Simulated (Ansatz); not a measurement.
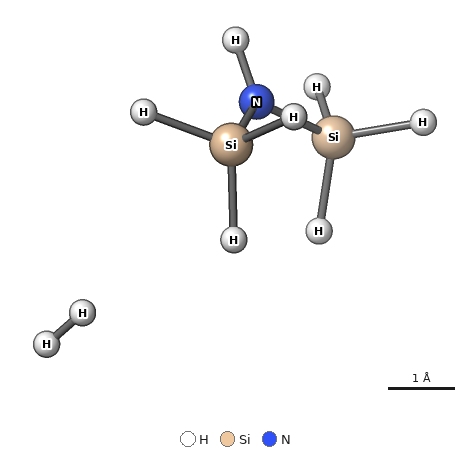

**Figure 1.** The starting structure (ball-and-stick view, seen at a tilt).

Geometry relaxation of Si₂NH₉

Si₂NH₉, SMILES [H][H].[SiH3]N[SiH3], computed with RKS PBE-D4/def2-SVP (Ansatz 0.2.0).

Figures and captions count atoms from 1; the log counts them from 0 in places.

Log:
```
Functional definition: PBE
  name "PBE"
  cite "Perdew, Burke & Ernzerhof, Phys. Rev. Lett. 77, 3865 (1996) doi:10.1103/PhysRevLett.77.3865"
  parent pbe
  parameter kappa = 0.804
  parameter beta = 0.06672455060314922
  exchange = pbe_x(kappa = kappa, mu = beta*pi^2/3)
  correlation = pbe_c(beta = beta)
1086 factors; their error is unknown
mean field evaluation 1: about -17366.9764 eV, gradient 6.1e1 eV
mean field evaluation 2: about -17338.1019 eV, gradient 1.2e2 eV
mean field evaluation 4: about -17374.8089 eV, gradient 2.5e0 eV
mean field evaluation 8: about -17374.8365 eV, gradient 2.1e-2 eV
mean field evaluation 16: about -17374.7600 eV, gradient 2.3e-5 eV
mean field -17374.76001431 eV, -638.5106534907 hartree, gradient 2.3e-5 eV, S^2 0.000000; 0 other end points of the search recorded, 0 dependent functions left out
the calculation of the forces begins
reference -17374.76005669 eV, -638.5106550480 hartree; 22, 22 occupied and 73, 73 virtual orbitals, 1086 factors
relax step   1: F+E_penalty+E_count = -17374.97080213 eV  Δ(F+E_penalty+E_count) = +0.000e0 eV  max|allowed force component| = 6.529e-1 eV/Å  Δτ_max = 0.0000 Å  (25 SCF iters, accepted)
these checks for a lower state are left out or cut short: starts, cluster_reference, orbital_swaps, neighbouring_geometries, increment
1086 factors; their error is unknown
mean field -17374.91121189 eV, -638.5162098991 hartree, gradient 2.3e-5 eV, S^2 0.000000; 0 other end points of the search recorded, 0 dependent functions left out
[... from here on the field's lines of each further geometry are left out, up to the last ...]
relax step   2: F+E_penalty+E_count = -17375.11908355 eV  Δ(F+E_penalty+E_count) = -1.483e-1 eV  max|allowed force component| = 1.555e-1 eV/Å  Δτ_max = 0.0861 Å  (26 SCF iters, accepted)
relax step   3: F+E_penalty+E_count = -17375.13013590 eV  Δ(F+E_penalty+E_count) = -1.105e-2 eV  max|allowed force component| = 6.990e-2 eV/Å  Δτ_max = 0.0286 Å  (27 SCF iters, accepted)
relax step   4: F+E_penalty+E_count = -17375.13881664 eV  Δ(F+E_penalty+E_count) = -8.681e-3 eV  max|allowed force component| = 6.243e-2 eV/Å  Δτ_max = 0.1522 Å  (26 SCF iters, accepted)
relax step   5: F+E_penalty+E_count = -17375.00232641 eV  Δ(F+E_penalty+E_count) = +1.365e-1 eV  max|allowed force component| = 2.369e0 eV/Å  Δτ_max = 0.1959 Å  (25 SCF iters, rejected (line search))
relax step   6: F+E_penalty+E_count = -17375.14186320 eV  Δ(F+E_penalty+E_count) = -3.047e-3 eV  max|allowed force component| = 1.667e-2 eV/Å  Δτ_max = 0.0595 Å  (26 SCF iters, accepted)
relax step   7: F+E_penalty+E_count = -17375.14182433 eV  Δ(F+E_penalty+E_count) = +3.887e-5 eV  max|allowed force component| = 2.951e-1 eV/Å  Δτ_max = 0.0970 Å  (28 SCF iters, rejected (line search))
relax step   8: F+E_penalty+E_count = -17375.14314653 eV  Δ(F+E_penalty+E_count) = -1.283e-3 eV  max|allowed force component| = 7.252e-2 eV/Å  Δτ_max = 0.0479 Å  (26 SCF iters, accepted)
relax step   9: F+E_penalty+E_count = -17375.14356438 eV  Δ(F+E_penalty+E_count) = -4.178e-4 eV  max|allowed force component| = 1.387e-1 eV/Å  Δτ_max = 0.0486 Å  (26 SCF iters, accepted)
relax step  10: F+E_penalty+E_count = -17375.14408794 eV  Δ(F+E_penalty+E_count) = -5.236e-4 eV  max|allowed force component| = 8.371e-2 eV/Å  Δτ_max = 0.0120 Å  (21 SCF iters, accepted)
relax step  11: F+E_penalty+E_count = -17375.14489186 eV  Δ(F+E_penalty+E_count) = -8.039e-4 eV  max|allowed force component| = 3.692e-2 eV/Å  Δτ_max = 0.0689 Å  (27 SCF iters, accepted)
relax step  12: F+E_penalty+E_count = -17375.14527476 eV  Δ(F+E_penalty+E_count) = -3.829e-4 eV  max|allowed force component| = 5.431e-2 eV/Å  Δτ_max = 0.0847 Å  (26 SCF iters, accepted)
relax step  13: F+E_penalty+E_count = -17375.14555485 eV  Δ(F+E_penalty+E_count) = -2.801e-4 eV  max|allowed force component| = 1.964e-2 eV/Å  Δτ_max = 0.0189 Å  (28 SCF iters, accepted)
relax step  14: F+E_penalty+E_count = -17375.14573453 eV  Δ(F+E_penalty+E_count) = -1.797e-4 eV  max|allowed force component| = 2.642e-2 eV/Å  Δτ_max = 0.0318 Å  (27 SCF iters, accepted)
relax step  15: F+E_penalty+E_count = -17375.14583968 eV  Δ(F+E_penalty+E_count) = -1.051e-4 eV  max|allowed force component| = 4.820e-2 eV/Å  Δτ_max = 0.0376 Å  (26 SCF iters, accepted)
relax step  16: F+E_penalty+E_count = -17375.14593319 eV  Δ(F+E_penalty+E_count) = -9.351e-5 eV  max|allowed force component| = 5.168e-2 eV/Å  Δτ_max = 0.0364 Å  (28 SCF iters, accepted)
relax step  17: F+E_penalty+E_count = -17375.14601586 eV  Δ(F+E_penalty+E_count) = -8.268e-5 eV  max|allowed force component| = 4.767e-2 eV/Å  Δτ_max = 0.0366 Å  (27 SCF iters, accepted)
relax step  18: F+E_penalty+E_count = -17375.14607660 eV  Δ(F+E_penalty+E_count) = -6.073e-5 eV  max|allowed force component| = 4.293e-2 eV/Å  Δτ_max = 0.0300 Å  (27 SCF iters, accepted)
relax step  19: F+E_penalty+E_count = -17375.14612584 eV  Δ(F+E_penalty+E_count) = -4.925e-5 eV  max|allowed force component| = 3.044e-2 eV/Å  Δτ_max = 0.0171 Å  (21 SCF iters, accepted)
the calculation of the forces begins
reference -17374.93761521 eV, -638.5171802034 hartree; 22, 22 occupied and 73, 73 virtual orbitals, 1086 factors
relax step  20: F+E_penalty+E_count = -17375.14616271 eV  Δ(F+E_penalty+E_count) = -3.686e-5 eV  max|allowed force component| = 1.416e-2 eV/Å  Δτ_max = 0.0127 Å  (20 SCF iters, accepted)
1086 factors; their error is unknown
mean field evaluation 160: about -17374.9376 eV, gradient 1.5e-2 eV
```

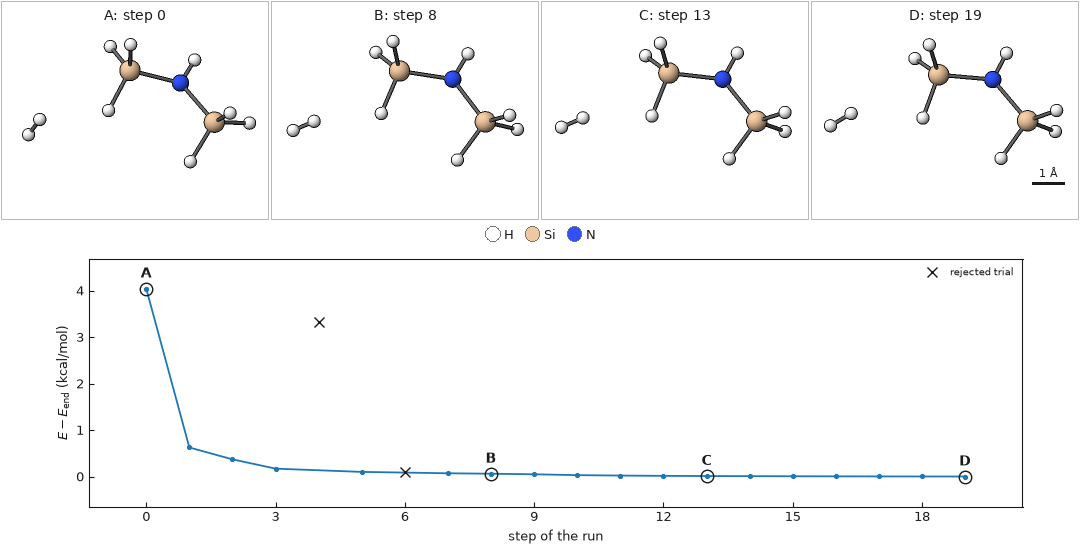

**Figure 2.** Frames of the relaxation (ball-and-stick view, seen at a tilt) above the curves, on which the letters mark them (the first geometry is step 0 here and step 1 in the log).

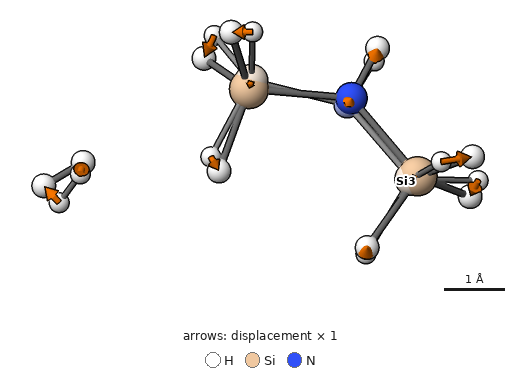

**Figure 3.** Start (faint) and end (solid) with the displacements as orange arrows, at true length (ball-and-stick view, seen at a tilt). The two geometries are laid on each other by the best rigid fit. Over 19 geometry steps the energy falls by 4.04 kcal/mol. Largest force component: 0.65 eV/Å at the start, 0.014 eV/Å at the end. The line search rejected the trial steps at points 4, 6 (counted from 0) and went back. The atom that moves furthest after the best rigid fit is H7 (0.56 Å). By element the largest moves are H 0.56 Å, N 0.21 Å, Si 0.14 Å. Among the contacts that change: Si3–H8 1.464 → 1.507 Å, Si3–H7 1.469 → 1.510 Å, Si3–H6 1.461 → 1.502 Å, N4–Si5 1.731 → 1.753 Å. Among the angles that change: N4–Si3–H8 105.6° → 110.5°, H7–Si3–H8 110.1° → 107.1°, H10–Si5–H11 112.7° → 110.0°. (Atoms are counted from 1 in the order of the input.)

```
mean field -17374.93757185 eV, -638.5171786099 hartree, gradient 1.1e-5 eV, S^2 0.000000; 1 other end points of the search recorded, 0 dependent functions left out
the calculation of the forces begins
reference -17374.93761521 eV, -638.5171802034 hartree; 22, 22 occupied and 73, 73 virtual orbitals, 1086 factors
Total energy: -17375.14620607 eV, -638.5248457759 hartree
Atom 0 at    -0.214000     0.210714    -4.399388 Å, force    -0.004215     0.002367     0.013921 eV/Å
Atom 1 at    -0.403588     0.343169    -3.665865 Å, force     0.003556    -0.002616    -0.014163 eV/Å
Atom 2 at     1.218756    -0.004863     1.890848 Å, force    -0.003559     0.003020    -0.000276 eV/Å
Atom 3 at    -0.275974     0.422541     1.078443 Å, force     0.001647    -0.002244    -0.002742 eV/Å
Atom 4 at    -0.971850    -0.263329    -0.377236 Å, force    -0.001069     0.000618     0.003733 eV/Å
Atom 5 at     2.042091    -0.796463     0.915254 Å, force     0.001073    -0.000370     0.000021 eV/Å
Atom 6 at     1.013438    -0.836817     3.133891 Å, force     0.000026    -0.001233     0.000713 eV/Å
Atom 7 at     1.965622     1.235937     2.307855 Å, force     0.000338    -0.000060     0.000316 eV/Å
Atom 8 at    -0.874918     1.087311     1.580358 Å, force     0.000931    -0.000086     0.000275 eV/Å
Atom 9 at     0.120615    -1.016181    -1.080997 Å, force     0.000389     0.000896    -0.000799 eV/Å
Atom 10 at    -1.502896     0.829083    -1.270263 Å, force     0.001245     0.000042    -0.000618 eV/Å
Atom 11 at    -2.117196    -1.211001    -0.112899 Å, force    -0.000363    -0.000335    -0.000380 eV/Å
Dipole moment:    -0.106390     0.121139     0.108128 e Å
```

Trajectory as extended XYZ (Å, eV, eV/Å), 9 of the 20 frames kept, from step=1 to step=20:
```
12
Properties=species:S:1:pos:R:3:forces:R:3 step=1 energy=-17374.97080
H     0.1403    0.2638   -4.2447   -0.1907  -0.1314   0.2415
H    -0.2812   -0.0386   -3.6638    0.1920   0.1378  -0.2462
Si    1.2277   -0.0257    1.7845   -0.4308   0.1511  -0.1990
N    -0.1750    0.5409    0.9412    0.1237  -0.0004  -0.1612
Si   -1.0893   -0.2401   -0.3044    0.1814   0.2550   0.4157
H     2.1900   -0.4582    0.7734    0.6529  -0.3069  -0.4292
H     0.9143   -1.1461    2.6808    0.0357  -0.5984   0.5341
H     1.7110    1.1183    2.5594    0.4043   0.4885   0.4698
H    -0.6590    1.2986    1.3955   -0.3629   0.6054   0.3669
H    -0.1221   -0.9019   -1.1761    0.4220  -0.4336  -0.5760
H    -1.8317    0.8208   -0.9885   -0.4705   0.3996  -0.5041
H    -2.0249   -1.2317    0.2427   -0.5572  -0.5667   0.0877
12
Properties=species:S:1:pos:R:3:forces:R:3 step=3 energy=-17375.13014
H     0.1380    0.2625   -4.2979   -0.0095  -0.0024  -0.0051
H    -0.2573   -0.0263   -3.7054    0.0100   0.0075   0.0044
Si    1.2357   -0.0135    1.8042    0.0593  -0.0294   0.0432
N    -0.2015    0.5543    0.9769   -0.0423   0.0699   0.0030
Si   -1.1151   -0.2282   -0.2965   -0.0353  -0.0400  -0.0503
H     2.2435   -0.4803    0.7892   -0.0189  -0.0055  -0.0068
H     0.9862   -1.1602    2.7560    0.0128   0.0085   0.0017
H     1.7935    1.1352    2.6001    0.0031  -0.0013  -0.0080
H    -0.6886    1.3263    1.4436    0.0055  -0.0070   0.0171
H    -0.1436   -0.9279   -1.2068    0.0084  -0.0022   0.0165
H    -1.8856    0.8165   -1.0589    0.0079  -0.0036  -0.0039
H    -2.1052   -1.2583    0.1954   -0.0009   0.0056  -0.0119
12
Properties=species:S:1:pos:R:3:forces:R:3 step=6 energy=-17375.14186
H     0.0117    0.2127   -4.3243   -0.0034  -0.0004  -0.0029
H    -0.1957    0.0864   -3.5951    0.0028   0.0034   0.0011
Si    1.2338   -0.0047    1.8028   -0.0164   0.0112   0.0048
N    -0.2555    0.5137    1.0303    0.0018  -0.0154  -0.0011
Si   -1.0894   -0.2274   -0.3236   -0.0048   0.0103   0.0167
H     2.1463   -0.5497    0.7406   -0.0028  -0.0047  -0.0092
H     1.0517   -1.0772    2.8508    0.0034   0.0025   0.0047
H     1.8646    1.1838    2.4779    0.0038  -0.0010  -0.0047
H    -0.7993    1.2042    1.5590   -0.0004  -0.0034  -0.0039
H    -0.0581   -0.9667   -1.1280    0.0108  -0.0040  -0.0009
H    -1.7449    0.8340   -1.1679    0.0046  -0.0007   0.0001
H    -2.1652   -1.2089    0.0774    0.0006   0.0021  -0.0047
12
Properties=species:S:1:pos:R:3:forces:R:3 step=8 energy=-17375.14315
H    -0.0140    0.2126   -4.3402   -0.0186  -0.0101   0.0721
H    -0.1810    0.1138   -3.5942    0.0175   0.0123  -0.0725
Si    1.2313   -0.0031    1.8066    0.0021   0.0087   0.0120
N    -0.2708    0.4985    1.0490    0.0071  -0.0264  -0.0186
Si   -1.0831   -0.2306   -0.3245    0.0003   0.0096   0.0101
H     2.1160   -0.5788    0.7361   -0.0089   0.0015   0.0072
H     1.0664   -1.0481    2.8860    0.0023   0.0128  -0.0063
H     1.8861    1.1971    2.4395   -0.0049  -0.0117  -0.0100
H    -0.8232    1.1803    1.5795   -0.0016   0.0004   0.0057
H    -0.0389   -0.9736   -1.1099   -0.0025   0.0021   0.0037
H    -1.7143    0.8368   -1.1802    0.0031  -0.0025   0.0011
H    -2.1743   -1.2048    0.0523    0.0041   0.0035  -0.0046
12
Properties=species:S:1:pos:R:3:forces:R:3 step=11 energy=-17375.14489
H    -0.0889    0.2195   -4.3582    0.0051   0.0018  -0.0369
H    -0.1980    0.1773   -3.5997   -0.0065  -0.0004   0.0359
Si    1.2296   -0.0030    1.8281   -0.0123   0.0030   0.0111
N    -0.2817    0.4612    1.0668    0.0020  -0.0066  -0.0023
Si   -1.0566   -0.2400   -0.3414   -0.0095   0.0138   0.0044
H     2.0795   -0.6606    0.7779   -0.0006  -0.0025   0.0062
H     1.0694   -0.9647    2.9820    0.0009  -0.0040  -0.0093
H     1.9186    1.2221    2.3688    0.0085   0.0068  -0.0073
H    -0.8504    1.1306    1.5968   -0.0016  -0.0052  -0.0046
H     0.0028   -0.9814   -1.1057    0.0059  -0.0064   0.0004
H    -1.6525    0.8421   -1.2038    0.0037   0.0080  -0.0024
H    -2.1718   -1.2030   -0.0116    0.0043  -0.0082   0.0046
12
Properties=species:S:1:pos:R:3:forces:R:3 step=13 energy=-17375.14555
H    -0.1405    0.2339   -4.3782    0.0030  -0.0006  -0.0191
H    -0.2472    0.2276   -3.6176   -0.0042   0.0016   0.0181
Si    1.2260   -0.0022    1.8507    0.0144  -0.0069   0.0024
N    -0.2872    0.4342    1.0773    0.0014   0.0110   0.0196
Si   -1.0304   -0.2482   -0.3567    0.0051   0.0041   0.0156
H     2.0550   -0.7316    0.8303   -0.0123   0.0094   0.0139
H     1.0596   -0.8958    3.0583   -0.0004   0.0135  -0.0194
H     1.9479    1.2380    2.3143   -0.0106  -0.0177  -0.0083
H    -0.8707    1.0946    1.6033    0.0018  -0.0078  -0.0112
H     0.0438   -0.9893   -1.1004   -0.0001  -0.0025  -0.0049
H    -1.5985    0.8462   -1.2234    0.0008  -0.0040  -0.0020
H    -2.1576   -1.2074   -0.0577    0.0010  -0.0002  -0.0049
12
Properties=species:S:1:pos:R:3:forces:R:3 step=15 energy=-17375.14584
H    -0.1716    0.2331   -4.3965   -0.0073   0.0020   0.0482
H    -0.2938    0.2748   -3.6373    0.0059  -0.0015  -0.0481
Si    1.2239   -0.0028    1.8666    0.0020  -0.0023   0.0030
N    -0.2866    0.4229    1.0832   -0.0044   0.0045   0.0025
Si   -1.0094   -0.2553   -0.3629    0.0030  -0.0015   0.0009
H     2.0417   -0.7707    0.8670   -0.0030   0.0022   0.0049
H     1.0461   -0.8554    3.1005    0.0008  -0.0001  -0.0068
H     1.9625    1.2401    2.2926    0.0002  -0.0023  -0.0030
H    -0.8779    1.0818    1.6018    0.0003  -0.0026  -0.0049
H     0.0725   -0.9976   -1.0947   -0.0019   0.0015   0.0031
H    -1.5632    0.8405   -1.2375    0.0018   0.0001  -0.0001
H    -2.1441   -1.2113   -0.0829    0.0025  -0.0001   0.0002
12
Properties=species:S:1:pos:R:3:forces:R:3 step=18 energy=-17375.14608
H    -0.2084    0.2277   -4.4011   -0.0099   0.0051   0.0427
H    -0.3790    0.3290   -3.6571    0.0092  -0.0051  -0.0429
Si    1.2193   -0.0036    1.8866    0.0002  -0.0022  -0.0005
N    -0.2810    0.4184    1.0819    0.0001  -0.0018  -0.0035
Si   -0.9782   -0.2641   -0.3748   -0.0017   0.0039   0.0005
H     2.0342   -0.8041    0.9110   -0.0001   0.0016   0.0008
H     1.0210   -0.8261    3.1372    0.0003   0.0024  -0.0004
H     1.9727    1.2385    2.2884   -0.0018  -0.0013   0.0014
H    -0.8806    1.0804    1.5866    0.0022  -0.0002   0.0009
H     0.1144   -1.0125   -1.0833   -0.0019  -0.0007   0.0016
H    -1.5122    0.8299   -1.2642    0.0014   0.0005  -0.0005
H    -2.1223   -1.2133   -0.1112    0.0022  -0.0021  -0.0001
12
Properties=species:S:1:pos:R:3:forces:R:3 step=20 energy=-17375.14616
H    -0.2140    0.2107   -4.3994   -0.0042   0.0024   0.0139
H    -0.4036    0.3432   -3.6659    0.0036  -0.0026  -0.0142
Si    1.2188   -0.0049    1.8908   -0.0036   0.0030  -0.0003
N    -0.2760    0.4225    1.0784    0.0016  -0.0022  -0.0027
Si   -0.9718   -0.2633   -0.3772   -0.0011   0.0006   0.0037
H     2.0421   -0.7965    0.9153    0.0011  -0.0004   0.0000
H     1.0134   -0.8368    3.1339    0.0000  -0.0012   0.0007
H     1.9656    1.2359    2.3079    0.0003  -0.0001   0.0003
H    -0.8749    1.0873    1.5804    0.0009  -0.0001   0.0003
H     0.1206   -1.0162   -1.0810    0.0004   0.0009  -0.0008
H    -1.5029    0.8291   -1.2703    0.0012   0.0000  -0.0006
H    -2.1172   -1.2110   -0.1129   -0.0004  -0.0003  -0.0004
```

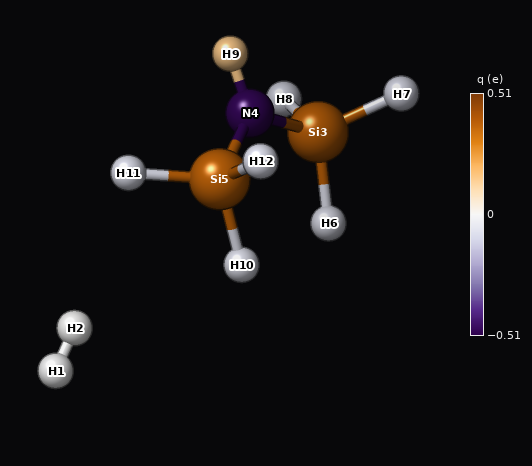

**Figure 4.** Mulliken charges, as the colour of each atom (ball-and-stick view, seen at a tilt; atoms are numbered from 1 in the order of the input; Mulliken charges depend strongly on the basis). By element: H −0.08 to +0.16, Si +0.38 and N −0.48 e.

This output came from the following input.

Input file:
```yaml
crystal:
  periodic: [false, false, false]
  atoms:
    - {symbol: H, position_ang: [0.140300, 0.263800, -4.244700]}
    - {symbol: H, position_ang: [-0.281200, -0.038600, -3.663800]}
    - {symbol: Si, position_ang: [1.227700, -0.025700, 1.784500]}
    - {symbol: N, position_ang: [-0.175000, 0.540900, 0.941200]}
    - {symbol: Si, position_ang: [-1.089300, -0.240100, -0.304400]}
    - {symbol: H, position_ang: [2.190000, -0.458200, 0.773400]}
    - {symbol: H, position_ang: [0.914300, -1.146100, 2.680800]}
    - {symbol: H, position_ang: [1.711000, 1.118300, 2.559400]}
    - {symbol: H, position_ang: [-0.659000, 1.298600, 1.395500]}
    - {symbol: H, position_ang: [-0.122100, -0.901900, -1.176100]}
    - {symbol: H, position_ang: [-1.831700, 0.820800, -0.988500]}
    - {symbol: H, position_ang: [-2.024900, -1.231700, 0.242700]}
basis:
  gaussian: {orbitals: def2-SVP}
hamiltonian: {xc: pbe, dispersion: d4}
relax: {f_tol: 0.03, max_steps: 250}
```

Launched with:
```bash
ansatz run in.yaml --threads 4 --pin off --events-out ev --progress --plain --max-ram 9574MiB
```

Key numbers:

| quantity | value |
| --- | --- |
| outcome | converged |
| total energy | −17375.1462 eV |
| mean-field energy | −17374.9376 eV |
| dispersion energy | −0.2086 eV |
| SCF solution under orbital rotations | stable |
| largest force (length of the vector) at the end | 0.015 eV/Å |
| dipole moment | 0.93 D |
| hardware | 4 threads of Intel Xeon, 31 GiB of memory available, shared host |
| wall time | 9 s (CPU time 31 s) |
| peak memory | 0.15 GiB |
